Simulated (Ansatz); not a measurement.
| atom | x (Å) | y (Å) | z (Å) |
| --- | --- | --- | --- |
| Cl | -0.6696 | 1.2081 | 2.2093 |
| C | -0.1628 | 0.4049 | 0.8032 |
| C | 1.0026 | -0.2073 | 0.5389 |
| O | 0.9701 | -0.7265 | -0.7434 |
| Si | -0.6161 | -0.1105 | -0.9059 |
| H | 1.9074 | -0.3554 | 1.1204 |
| H | -1.6202 | -1.1803 | -1.1047 |
| H | -0.7194 | 0.9099 | -1.9737 |

Geometry: PBE0-D4/def2-TZVP.

Theory: Ansatz, RKS PBE0-D4/def2-TZVPP.

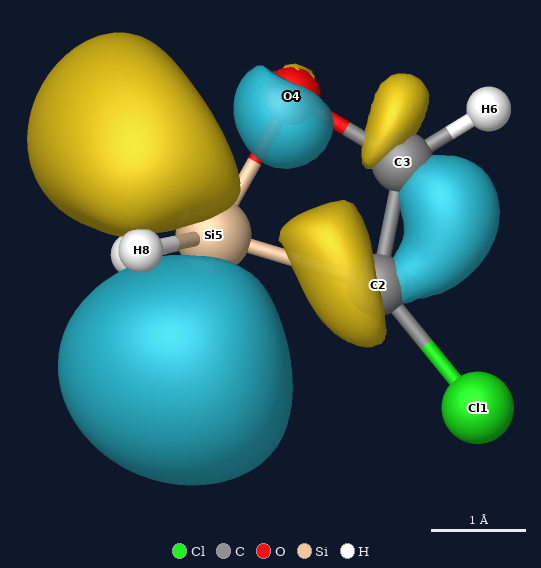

C₂H₃ClOSi. One frontier orbital at ±0.1 Å⁻³ᐟ² (yellow and cyan are the two phases), seen across its widest extent.

Question: Which orbital is it: HOMO or LUMO?

Answer: The LUMO, at −0.62 eV. It lies mainly on Si5 (about 65 %), O4 (about 10 %), H7 (about 10 %), H8 (about 10 %) and C2 (about 5 %).
